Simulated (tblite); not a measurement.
CH₁₃BSi₅: geometry relaxation (part 4 of 4)

CH₁₃BSi₅; GFN2-xTB geometry optimisation, gas phase (tblite 0.8.0). 

Geometry of the input (Å):
```
Si 2.6114  -0.6283  -0.2340
C  1.9984  0.8623  0.7107
Si 0.1622  0.8957  0.8838
B  -0.7127  1.7153  -0.6773
Si -2.4809  0.9195  -0.9088
Si -1.9215  -1.2506  -0.8178
Si -0.7230  -1.1543  1.0839
H  1.9352  -0.7978  -1.5106
H  2.4598  -1.8855  0.5313
H  4.0319  -0.4522  -0.4601
H  2.4044  0.7372  1.7548
H  2.4207  1.8034  0.3226
H  -0.2764  1.7206  2.0484
H  -0.0780  2.0702  -1.6152
H  -3.2568  1.2307  0.2794
H  -3.1070  1.2936  -2.1558
H  -3.0719  -2.1238  -0.7042
H  -1.0084  -1.5908  -1.9049
H  0.2867  -2.1946  1.1757
H  -1.6792  -1.1600  2.1949
```

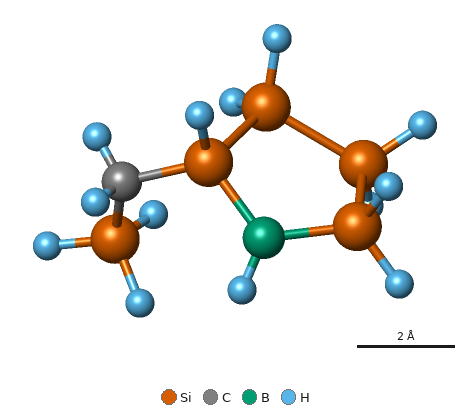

Figure 1. The geometry at step 160 of the log (ball-and-stick view, seen at a tilt).

Trajectory as extended XYZ, continued
```
20
Properties=species:S:1:pos:R:3:forces:R:3 step=136 energy=-504.75840
Si    2.8668   -0.2810   -0.4203    0.0100   0.0050  -0.0040
C     2.0964    0.7911    0.9377    0.0030   0.0000   0.0000
Si    0.1776    0.8833    0.9313   -0.0020   0.0160   0.0250
B    -0.5937    1.4926   -0.7657   -0.0070  -0.0250  -0.0270
Si   -2.4046    0.9291   -1.2037   -0.0170   0.0030  -0.0060
Si   -2.2998   -1.3413   -0.5510    0.0210  -0.0020   0.0490
Si   -0.7924   -1.2510    1.2343   -0.0340  -0.0210  -0.0440
H     2.4184    0.1715   -1.7419   -0.0030   0.0060   0.0050
H     2.4504   -1.6772   -0.2473   -0.0010   0.0070   0.0020
H     4.3312   -0.2047   -0.3753   -0.0120  -0.0030   0.0060
H     2.4383    0.4252    1.9073   -0.0040   0.0130  -0.0090
H     2.4866    1.8062    0.8451    0.0160  -0.0170   0.0100
H    -0.1527    1.6782    2.1415    0.0090   0.0050   0.0090
H     0.1198    1.8728   -1.6198    0.0040  -0.0020  -0.0180
H    -3.5008    1.4929   -0.3926   -0.0060   0.0110   0.0150
H    -2.9106    1.1090   -2.5771    0.0060   0.0010  -0.0070
H    -3.6172   -1.9350   -0.2882   -0.0020   0.0090   0.0120
H    -1.7842   -2.2032   -1.6250    0.0170  -0.0020  -0.0350
H     0.1352   -2.3906    1.2732    0.0130  -0.0020   0.0020
H    -1.4701   -1.3572    2.5346   -0.0110  -0.0030   0.0160
20
Properties=species:S:1:pos:R:3:forces:R:3 step=141 energy=-504.75932
Si    2.8703   -0.2799   -0.4160    0.0000  -0.0050  -0.0030
C     2.0955    0.7940    0.9381    0.0060   0.0040  -0.0020
Si    0.1762    0.8875    0.9263   -0.0010  -0.0040  -0.0060
B    -0.5955    1.4885   -0.7756    0.0010  -0.0080   0.0050
Si   -2.4113    0.9292   -1.2021    0.0030  -0.0140  -0.0040
Si   -2.2998   -1.3452   -0.5503   -0.0090   0.0000  -0.0210
Si   -0.7896   -1.2538    1.2243    0.0160   0.0100   0.0260
H     2.4486    0.1960   -1.7386    0.0050  -0.0030   0.0130
H     2.4279   -1.6711   -0.2617   -0.0010   0.0180  -0.0030
H     4.3352   -0.2347   -0.3479   -0.0150   0.0060   0.0040
H     2.4313    0.4310    1.9106    0.0030  -0.0080  -0.0030
H     2.4913    1.8070    0.8465    0.0020  -0.0040   0.0030
H    -0.1538    1.6798    2.1385    0.0030   0.0030  -0.0030
H     0.1168    1.8675   -1.6325   -0.0120  -0.0200  -0.0030
H    -3.5020    1.4945   -0.3834    0.0020   0.0040   0.0070
H    -2.9211    1.1139   -2.5735   -0.0020  -0.0050  -0.0030
H    -3.6139   -1.9383   -0.2687    0.0000   0.0090   0.0000
H    -1.7944   -2.2083   -1.6317   -0.0010   0.0220  -0.0010
H     0.1455   -2.3877    1.2656    0.0040   0.0000  -0.0010
H    -1.4623   -1.3592    2.5291   -0.0030  -0.0050  -0.0050
20
Properties=species:S:1:pos:R:3:forces:R:3 step=145 energy=-504.75991
Si    2.8802   -0.2639   -0.4168    0.0020   0.0020  -0.0090
C     2.0973    0.7975    0.9416    0.0070  -0.0040   0.0030
Si    0.1769    0.8816    0.9215    0.0270   0.0180   0.0020
B    -0.5943    1.4716   -0.7836    0.0000   0.0030   0.0110
Si   -2.4138    0.9198   -1.2053    0.0070   0.0240  -0.0040
Si   -2.3138   -1.3480   -0.5439    0.0110  -0.0080   0.0260
Si   -0.7871   -1.2584    1.2215   -0.0030  -0.0070  -0.0030
H     2.5056    0.2526   -1.7376    0.0030   0.0000   0.0050
H     2.3960   -1.6446   -0.3067    0.0030   0.0000  -0.0010
H     4.3434   -0.2559   -0.3101   -0.0130   0.0010   0.0030
H     2.4321    0.4282    1.9123   -0.0100  -0.0060  -0.0050
H     2.4924    1.8112    0.8583   -0.0100   0.0030   0.0060
H    -0.1565    1.6726    2.1343   -0.0030   0.0020  -0.0120
H     0.1171    1.8400   -1.6455   -0.0040  -0.0200  -0.0030
H    -3.4990    1.4985   -0.3870    0.0080  -0.0030  -0.0090
H    -2.9151    1.1073   -2.5796   -0.0150  -0.0100   0.0040
H    -3.6314   -1.9204   -0.2382   -0.0020  -0.0020  -0.0070
H    -1.8286   -2.2240   -1.6230   -0.0030   0.0130  -0.0070
H     0.1458   -2.3949    1.2546   -0.0010   0.0060   0.0020
H    -1.4521   -1.3600    2.5299   -0.0030  -0.0130   0.0010
20
Properties=species:S:1:pos:R:3:forces:R:3 step=150 energy=-504.76066
Si    2.8854   -0.2524   -0.4177    0.0110  -0.0090   0.0030
C     2.0986    0.7975    0.9466    0.0030   0.0020  -0.0030
Si    0.1806    0.8827    0.9149   -0.0250   0.0030   0.0090
B    -0.5949    1.4623   -0.7904    0.0100   0.0010  -0.0090
Si   -2.4157    0.9171   -1.2090    0.0000  -0.0060  -0.0060
Si   -2.3217   -1.3495   -0.5323   -0.0060   0.0080  -0.0050
Si   -0.7813   -1.2603    1.2184   -0.0020   0.0120   0.0020
H     2.5539    0.3016   -1.7338   -0.0020   0.0000  -0.0060
H     2.3712   -1.6255   -0.3474    0.0020   0.0100  -0.0040
H     4.3443   -0.2776   -0.2747    0.0070  -0.0010  -0.0020
H     2.4233    0.4167    1.9160    0.0050  -0.0020  -0.0020
H     2.4952    1.8118    0.8760   -0.0020  -0.0070   0.0110
H    -0.1587    1.6751    2.1244   -0.0060   0.0060  -0.0010
H     0.1131    1.8143   -1.6612    0.0210  -0.0100  -0.0080
H    -3.4937    1.5087   -0.3939   -0.0200   0.0030   0.0030
H    -2.9182    1.0959   -2.5849   -0.0080  -0.0110   0.0190
H    -3.6385   -1.9128   -0.2053    0.0020   0.0020  -0.0130
H    -1.8598   -2.2296   -1.6185   -0.0010   0.0100   0.0020
H     0.1563   -2.3920    1.2431    0.0070  -0.0070   0.0020
H    -1.4445   -1.3733    2.5267    0.0060  -0.0060   0.0070
20
Properties=species:S:1:pos:R:3:forces:R:3 step=155 energy=-504.76174
Si    2.8978   -0.2281   -0.4227   -0.0070   0.0190  -0.0050
C     2.0993    0.7948    0.9552   -0.0270  -0.0030   0.0130
Si    0.1803    0.8835    0.9117   -0.0060   0.0000  -0.0230
B    -0.5885    1.4428   -0.8050    0.0020  -0.0200  -0.0090
Si   -2.4167    0.9117   -1.2158    0.0140   0.0230   0.0380
Si   -2.3357   -1.3460   -0.5151   -0.0130  -0.0060  -0.0030
Si   -0.7756   -1.2633    1.2204   -0.0030   0.0010  -0.0160
H     2.6163    0.3735   -1.7293    0.0070   0.0070  -0.0030
H     2.3399   -1.5855   -0.4145    0.0120  -0.0090   0.0040
H     4.3505   -0.2911   -0.2370    0.0060  -0.0120  -0.0090
H     2.4159    0.3913    1.9177   -0.0030  -0.0160   0.0170
H     2.4972    1.8094    0.9166    0.0100   0.0140  -0.0160
H    -0.1661    1.6784    2.1176   -0.0050   0.0050  -0.0050
H     0.1272    1.7523   -1.6874    0.0020  -0.0090   0.0190
H    -3.4965    1.5194   -0.4134    0.0000   0.0010   0.0040
H    -2.9208    1.0708   -2.5912   -0.0100  -0.0030  -0.0190
H    -3.6571   -1.8867   -0.1673    0.0080   0.0010  -0.0080
H    -1.9111   -2.2337   -1.6101    0.0120   0.0000   0.0140
H     0.1647   -2.3946    1.2326   -0.0030   0.0090  -0.0070
H    -1.4260   -1.3882    2.5339    0.0020   0.0000   0.0110
20
Properties=species:S:1:pos:R:3:forces:R:3 step=160 energy=-504.76241
Si    2.9030   -0.2139   -0.4230    0.0140  -0.0110   0.0000
C     2.0995    0.7981    0.9609    0.0060   0.0000  -0.0010
Si    0.1809    0.8832    0.9074   -0.0010  -0.0050   0.0130
B    -0.5839    1.4264   -0.8137   -0.0030   0.0050   0.0050
Si   -2.4183    0.9147   -1.2117   -0.0060  -0.0070  -0.0240
Si   -2.3446   -1.3445   -0.5091   -0.0070   0.0050  -0.0020
Si   -0.7748   -1.2650    1.2169   -0.0090  -0.0020   0.0060
H     2.6568    0.4148   -1.7239    0.0040   0.0070   0.0040
H     2.3243   -1.5635   -0.4478    0.0070   0.0060   0.0030
H     4.3520   -0.3131   -0.2169   -0.0110   0.0010  -0.0070
H     2.4146    0.3880    1.9220   -0.0140   0.0010  -0.0050
H     2.4978    1.8136    0.9267   -0.0050  -0.0110   0.0020
H    -0.1719    1.6799    2.1113   -0.0040  -0.0020  -0.0160
H     0.1350    1.7117   -1.7006    0.0050  -0.0090   0.0010
H    -3.4963    1.5280   -0.4133   -0.0040   0.0100   0.0160
H    -2.9260    1.0627   -2.5891    0.0000   0.0010   0.0100
H    -3.6646   -1.8809   -0.1524   -0.0040   0.0000  -0.0030
H    -1.9319   -2.2368   -1.6040    0.0180  -0.0030   0.0050
H     0.1666   -2.3951    1.2258    0.0020   0.0050  -0.0120
H    -1.4231   -1.3979    2.5315    0.0110   0.0100   0.0050
20
Properties=species:S:1:pos:R:3:forces:R:3 step=164 energy=-504.76309
Si    2.9097   -0.1997   -0.4239   -0.0100   0.0010  -0.0100
C     2.0998    0.7958    0.9683   -0.0190  -0.0070  -0.0050
Si    0.1807    0.8824    0.9032    0.0030   0.0260  -0.0170
B    -0.5809    1.4102   -0.8246    0.0020  -0.0030   0.0070
Si   -2.4222    0.9151   -1.2125   -0.0010  -0.0050   0.0060
Si   -2.3552   -1.3415   -0.5008    0.0090   0.0190   0.0090
Si   -0.7743   -1.2638    1.2158   -0.0070  -0.0190  -0.0010
H     2.6965    0.4645   -1.7139    0.0060  -0.0070   0.0170
H     2.3085   -1.5378   -0.4833    0.0000  -0.0040  -0.0070
H     4.3519   -0.3323   -0.1999    0.0150   0.0060   0.0010
H     2.4018    0.3696    1.9262    0.0070   0.0070  -0.0020
H     2.5027    1.8099    0.9511   -0.0120  -0.0120   0.0120
H    -0.1811    1.6917    2.0957    0.0010  -0.0070  -0.0040
H     0.1456    1.6637   -1.7158   -0.0150  -0.0050   0.0000
H    -3.4967    1.5348   -0.4108    0.0220   0.0030  -0.0090
H    -2.9353    1.0460   -2.5886   -0.0080   0.0170  -0.0020
H    -3.6781   -1.8662   -0.1392   -0.0050  -0.0110  -0.0010
H    -1.9473   -2.2373   -1.5941    0.0110  -0.0120   0.0030
H     0.1752   -2.3876    1.2076   -0.0060   0.0050  -0.0090
H    -1.4062   -1.4068    2.5366    0.0060   0.0090   0.0110
20
Properties=species:S:1:pos:R:3:forces:R:3 step=169 energy=-504.76376
Si    2.9159   -0.1867   -0.4269    0.0200  -0.0090   0.0060
C     2.0956    0.7896    0.9732    0.0040   0.0010   0.0120
Si    0.1784    0.8813    0.8982   -0.0030  -0.0050   0.0170
B    -0.5787    1.3958   -0.8312    0.0010   0.0020  -0.0220
Si   -2.4234    0.9133   -1.2159    0.0100  -0.0040  -0.0230
Si   -2.3667   -1.3381   -0.4917   -0.0130  -0.0130   0.0040
Si   -0.7782   -1.2660    1.2159    0.0130   0.0160   0.0080
H     2.7310    0.5063   -1.7051   -0.0020  -0.0030   0.0030
H     2.3008   -1.5176   -0.5216    0.0120   0.0130  -0.0040
H     4.3565   -0.3358   -0.1890   -0.0250   0.0030   0.0030
H     2.3921    0.3532    1.9284    0.0000  -0.0120  -0.0050
H     2.4978    1.8036    0.9752    0.0020   0.0030  -0.0080
H    -0.1870    1.6935    2.0869   -0.0010  -0.0030   0.0050
H     0.1508    1.6241   -1.7261   -0.0090   0.0020  -0.0110
H    -3.4901    1.5493   -0.4201   -0.0070   0.0110   0.0070
H    -2.9340    1.0395   -2.5940   -0.0070   0.0130   0.0080
H    -3.6896   -1.8581   -0.1198    0.0070  -0.0040  -0.0080
H    -1.9636   -2.2451   -1.5787    0.0030  -0.0020   0.0080
H     0.1785   -2.3828    1.1936   -0.0080  -0.0070  -0.0040
H    -1.3915   -1.4084    2.5456    0.0050   0.0000   0.0040
20
Properties=species:S:1:pos:R:3:forces:R:3 step=174 energy=-504.76446
Si    2.9245   -0.1719   -0.4230   -0.0040   0.0080  -0.0080
C     2.0918    0.7869    0.9819    0.0070  -0.0010  -0.0110
Si    0.1759    0.8854    0.8889    0.0020  -0.0030  -0.0100
B    -0.5766    1.3718   -0.8516    0.0010  -0.0030   0.0100
Si   -2.4298    0.9143   -1.2198   -0.0100  -0.0050   0.0170
Si   -2.3763   -1.3349   -0.4800    0.0010   0.0020  -0.0050
Si   -0.7730   -1.2625    1.2141   -0.0080   0.0080  -0.0040
H     2.7915    0.5634   -1.6834   -0.0050  -0.0010  -0.0060
H     2.2797   -1.4824   -0.5723    0.0020  -0.0070  -0.0050
H     4.3528   -0.3662   -0.1565    0.0050   0.0010   0.0150
H     2.3785    0.3343    1.9323   -0.0040   0.0060   0.0070
H     2.4967    1.7996    0.9990    0.0100   0.0020   0.0110
H    -0.1986    1.6998    2.0733    0.0000   0.0020  -0.0030
H     0.1530    1.5529   -1.7563    0.0100   0.0090  -0.0170
H    -3.4806    1.5636   -0.4111    0.0040   0.0000  -0.0030
H    -2.9602    1.0428   -2.5894   -0.0020   0.0050  -0.0020
H    -3.6981   -1.8527   -0.1040   -0.0040  -0.0070  -0.0030
H    -1.9754   -2.2453   -1.5651   -0.0010  -0.0030   0.0060
H     0.1845   -2.3780    1.1678   -0.0070  -0.0070   0.0060
H    -1.3655   -1.4105    2.5522    0.0040  -0.0080   0.0050
20
Properties=species:S:1:pos:R:3:forces:R:3 step=178 energy=-504.76476
Si    2.9264   -0.1716   -0.4251    0.0000  -0.0030   0.0100
C     2.0928    0.7870    0.9794    0.0010   0.0060   0.0060
Si    0.1768    0.8842    0.8876    0.0000   0.0000  -0.0060
B    -0.5755    1.3715   -0.8527   -0.0060   0.0040  -0.0070
Si   -2.4300    0.9117   -1.2184    0.0050   0.0070  -0.0080
Si   -2.3802   -1.3360   -0.4781    0.0010  -0.0060  -0.0010
Si   -0.7761   -1.2615    1.2161   -0.0050  -0.0130   0.0070
H     2.7928    0.5627   -1.6860    0.0000  -0.0030  -0.0020
H     2.2843   -1.4840   -0.5726    0.0010   0.0000  -0.0070
H     4.3536   -0.3657   -0.1505    0.0010   0.0060   0.0020
H     2.3798    0.3372    1.9314   -0.0040  -0.0030  -0.0040
H     2.4965    1.8002    0.9967    0.0080   0.0040   0.0030
H    -0.1986    1.7000    2.0718    0.0040  -0.0040  -0.0120
H     0.1514    1.5630   -1.7584    0.0020   0.0010   0.0010
H    -3.4766    1.5664   -0.4098   -0.0060   0.0010   0.0070
H    -2.9608    1.0456   -2.5883    0.0030  -0.0010   0.0110
H    -3.7031   -1.8577   -0.1103    0.0010  -0.0010   0.0010
H    -1.9720   -2.2480   -1.5592   -0.0010   0.0000   0.0010
H     0.1784   -2.3805    1.1671   -0.0100   0.0040   0.0030
H    -1.3650   -1.4139    2.5560    0.0050   0.0010  -0.0050
20
Properties=species:S:1:pos:R:3:forces:R:3 step=183 energy=-504.76494
Si    2.9300   -0.1699   -0.4229   -0.0020   0.0050  -0.0060
C     2.0927    0.7867    0.9808    0.0010  -0.0020  -0.0030
Si    0.1770    0.8855    0.8813    0.0000  -0.0030  -0.0050
B    -0.5768    1.3697   -0.8592    0.0050  -0.0030   0.0020
Si   -2.4329    0.9130   -1.2178   -0.0040   0.0010   0.0060
Si   -2.3831   -1.3357   -0.4757    0.0030   0.0060   0.0000
Si   -0.7771   -1.2601    1.2165   -0.0010   0.0050  -0.0050
H     2.8071    0.5717   -1.6811    0.0040  -0.0050   0.0040
H     2.2820   -1.4777   -0.5855    0.0030   0.0000   0.0000
H     4.3543   -0.3713   -0.1386    0.0010   0.0030   0.0000
H     2.3731    0.3304    1.9314   -0.0010   0.0000   0.0050
H     2.5014    1.7979    1.0048   -0.0040  -0.0010   0.0030
H    -0.2008    1.7030    2.0627    0.0010   0.0020  -0.0020
H     0.1498    1.5545   -1.7665    0.0000   0.0030  -0.0030
H    -3.4771    1.5692   -0.4060    0.0030  -0.0050   0.0030
H    -2.9691    1.0467   -2.5849   -0.0010  -0.0010  -0.0010
H    -3.7050   -1.8594   -0.1089   -0.0050  -0.0010   0.0040
H    -1.9724   -2.2498   -1.5539    0.0000   0.0010  -0.0040
H     0.1766   -2.3784    1.1599    0.0020  -0.0070   0.0020
H    -1.3548   -1.4154    2.5604   -0.0040   0.0030   0.0000
```

Summary

- outcome: converged
- total energy: −504.7649 eV
- hardware: 1 CPU thread, shared host
- wall time: 9 s
- peak memory: 0.18 GiB
